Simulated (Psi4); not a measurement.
# SiH4Te (SMILES [SiH3][TeH]): PBE0/def2-TZVP (core potential, sweep point 3)

What is the energy change on altering one bond length of SiH4Te at PBE0/def2-TZVP (core potential, sweep point 3)? 

The results are computed with Psi4 1.11.

## Step 1: The system as given

SiH4Te: 6 atoms, total charge 0, spin state singlet. SMILES: `[SiH3][TeH]`. The coordinates come from a PBE0-D4/def2-TZVP relaxation.

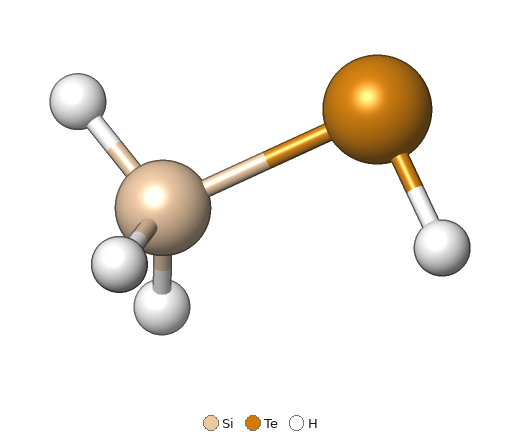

Viewed from a chosen angle; silicon light orange, tellurium orange, hydrogen white.

## Step 2: The energy at PBE0/def2-TZVP (core potential, sweep point 3)

File run.py:

```python
import psi4

psi4.set_memory('1600 MB')
psi4.set_num_threads(1)
psi4.set_output_file('h4site.out', False)

mol = psi4.geometry("""
Si    -0.296600    -0.269700    -0.519700
Te    -0.105900     0.800200     1.725000
H      0.381100    -1.589500    -0.550900
H     -1.754100    -0.446400    -0.735900
H      0.269400     0.597600    -1.582500
H      1.548100     0.843900     1.617900
symmetry c1
""")

psi4.set_options({
    'basis': 'def2-TZVP',
    'puream': True,
    'scf_type': 'pk',
    'dft_radial_points': 99,
    'dft_spherical_points': 590,
})

energy_value = psi4.energy("pbe0")
print('E =', round(energy_value, 9))
for k, v in sorted(psi4.core.scalar_variables().items()):
    print(f'{k:45s} {v:18.10f}')
```

The run is started by

```bash
$ python run.py
```

h4site.out:

```text
[...]
    !!!  WARNING: ECP capability is in beta. Please check occupations closely.  !!!
[...]
  Running in c1 symmetry.
[...]
  Nuclear repulsion =  109.024305306250696
[...]
  Multiplicity = 1
[...]
  Nalpha       = 21
  Nbeta        = 21
[...]
    Number of basis functions: 111
[...]
   @RKS iter   1:  -559.41590463138391   -1.65121e+00   8.25243e-03 ADIIS/DIIS
[...]
   @RKS iter   8:  -559.82004879469105   -1.84646e-07   9.43981e-07 DIIS
[...]
    Orbital Energies [Eh]
    ---------------------
    Doubly Occupied:
       1A    -66.264309     2A     -6.316583     3A     -5.345551
       4A     -4.441577     5A     -4.438229     6A     -4.431213
       7A     -3.680355     8A     -3.678304     9A     -3.678072
      10A     -1.619834    11A     -1.618186    12A     -1.611546
      13A     -1.608665    14A     -1.607833    15A     -0.661886
      16A     -0.547039    17A     -0.391681    18A     -0.373997
      19A     -0.357814    20A     -0.313163    21A     -0.240634
[...]
  @RKS Final Energy:  -559.82004879469105
   => Energetics <=
    Nuclear Repulsion Energy =            109.0243053062506959
    One-Electron Energy =               -1088.2705428221986494
    Two-Electron Energy =                 452.0958090043537823
    DFT Exchange-Correlation Energy =     -32.6696202830967977
    Empirical Dispersion Energy =           0.0000000000000000
    VV10 Nonlocal Energy =                  0.0000000000000000
    Total Energy =                       -559.8200487946910471
[...]
 Multipole Moments:
 ------------------------------------------------------------------------------------
     Multipole            Electronic (a.u.)      Nuclear  (a.u.)        Total (a.u.)
 ------------------------------------------------------------------------------------
 L = 1.  Multiply by 2.5417464519 to convert [e a0] to [Debye]
 Dipole X            :          1.2887091           -1.2183312            0.0703779
 Dipole Y            :         18.8453567          -18.9298672           -0.0845105
 Dipole Z            :         39.7919306          -39.9793820           -0.1874513
 Magnitude           :                                                    0.2173317
[...]
```

Standard output:

```text
E = -559.820048795
CURRENT ENERGY                                   -559.8200487947
CURRENT REFERENCE ENERGY                         -559.8200487947
DD SOLVATION ENERGY                                 0.0000000000
DFT FUNCTIONAL TOTAL ENERGY                      -559.8200487947
DFT TOTAL ENERGY                                 -559.8200487947
DFT VV10 ENERGY                                     0.0000000000
DFT XC ENERGY                                     -32.6696202831
GRID ELECTRONS ALPHA                               21.0000003202
GRID ELECTRONS BETA                                21.0000003202
GRID ELECTRONS TOTAL                               42.0000006405
NUCLEAR REPULSION ENERGY                          109.0243053063
ONE-ELECTRON ENERGY                             -1088.2705428222
PCM POLARIZATION ENERGY                             0.0000000000
PE ENERGY                                           0.0000000000
SCF ITERATION ENERGY                             -559.8200487947
SCF ITERATIONS                                      8.0000000000
SCF TOTAL ENERGY                                 -559.8200487947
TWO-ELECTRON ENERGY                               452.0958090044
XC GRID RADIAL POINTS                              99.0000000000
XC GRID SPHERICAL POINTS                          590.0000000000
XC GRID TOTAL POINTS                           332370.0000000000
```

Run time: 32 s. Hardware: 1 thread of Intel Xeon Platinum 8259CL at 2.50GHz (Skylake/Cascade Lake), shared host; peak memory 0.65 GiB.

## Step 3: The distorted shape, same level

File calc.py:

```python
import psi4

psi4.set_memory(1600000000)
psi4.set_num_threads(1)
psi4.core.set_output_file('run.log', False)

m = psi4.geometry("""
0 1
Si    -1.123640    -0.291551    -0.466147
Te    -0.932940     0.778349     1.778553
H     -0.445940    -1.611351    -0.497347
H     -2.581140    -0.468251    -0.682347
H     -0.557640     0.575749    -1.528947
H      1.548100     0.843900     1.617900
symmetry c1
""")

options = {'basis': 'def2-TZVP', 'reference': 'rks', 'puream': True, 'scf_type': 'pk', 'dft_radial_points': 99, 'dft_spherical_points': 590}
psi4.set_options(options)

energy_value, wavefunction = psi4.energy("pbe0", return_wfn=True)
print('E =', round(energy_value, 9))
```

The run is started by

```bash
$ python calc.py
```

run.log:

```text
[...]
    !!!  WARNING: ECP capability is in beta. Please check occupations closely.  !!!
[...]
  Running in c1 symmetry.
[...]
  Nuclear repulsion =  106.059206200495979
[...]
  Multiplicity = 1
[...]
  Nalpha       = 21
  Nbeta        = 21
[...]
    Number of basis functions: 111
[...]
   @RKS iter   1:  -559.04266606486397   -1.42707e+00   9.36606e-03 DIIS/ADIIS
[...]
   @RKS iter   9:  -559.74242023607030   -2.78370e-08   7.19842e-07 DIIS
[...]
    Orbital Energies [Eh]
    ---------------------
    Doubly Occupied:
       1A    -66.267313     2A     -6.333731     3A     -5.348483
       4A     -4.461099     5A     -4.454212     6A     -4.446391
       7A     -3.683356     8A     -3.681242     9A     -3.680928
      10A     -1.636568    11A     -1.635728    12A     -1.628577
      13A     -1.623000    14A     -1.622112    15A     -0.648153
      16A     -0.542882    17A     -0.381855    18A     -0.375612
      19A     -0.321700    20A     -0.305372    21A     -0.244604
[...]
  @RKS Final Energy:  -559.74242023607030
   => Energetics <=
    Nuclear Repulsion Energy =            106.0592062004959786
    One-Electron Energy =               -1082.0513128553532169
    Two-Electron Energy =                 448.8313136266200445
    DFT Exchange-Correlation Energy =     -32.5816272078331082
    Empirical Dispersion Energy =           0.0000000000000000
    VV10 Nonlocal Energy =                  0.0000000000000000
    Total Energy =                       -559.7424202360703021
[...]
 Multipole Moments:
 ------------------------------------------------------------------------------------
     Multipole            Electronic (a.u.)      Nuclear  (a.u.)        Total (a.u.)
 ------------------------------------------------------------------------------------
 L = 1.  Multiply by 2.5417464519 to convert [e a0] to [Debye]
 Dipole X            :         -0.1478326           -0.0640294           -0.2118620
 Dipole Y            :         18.7833008          -18.8993697           -0.1160689
 Dipole Z            :         39.8335754          -40.0541260           -0.2205507
 Magnitude           :                                                    0.3271087
[...]
```

The script printed:

```text
E = -559.742420236
```

It took 32 s on 1 thread of Intel Xeon Platinum 8259CL at 2.50GHz (Skylake/Cascade Lake), shared host; peak memory 0.65 GiB.

## Step 4: Results

At PBE0/def2-TZVP (core potential, sweep point 3):

```
                                                          quantity          value
                                         first shape: total energy  -559.82005 Eh
                                        first shape: dipole moment         0.55 D
                                          first shape: HOMO energy       -6.55 eV
                                          first shape: LUMO energy       -0.74 eV
                                        first shape: HOMO–LUMO gap        5.81 eV
                                     distorted shape: total energy  -559.74242 Eh
                                    distorted shape: dipole moment         0.83 D
                                      distorted shape: HOMO energy       -6.66 eV
                                      distorted shape: LUMO energy       -3.55 eV
                                    distorted shape: HOMO–LUMO gap        3.10 eV
energy change with the Te2–H6 bond stretched from 1.658 to 2.487 Å       2.112 eV
```

**Reading.** One bond (distorted shape) is far stretched, which a spin-restricted single reference describes badly; a broken-symmetry solution may lie lower. With the Te2–H6 bond stretched from 1.658 to 2.487 Å the energy rises by 2.11 eV (49 kcal/mol). A restricted reference can't describe the breaking bond well at this length.
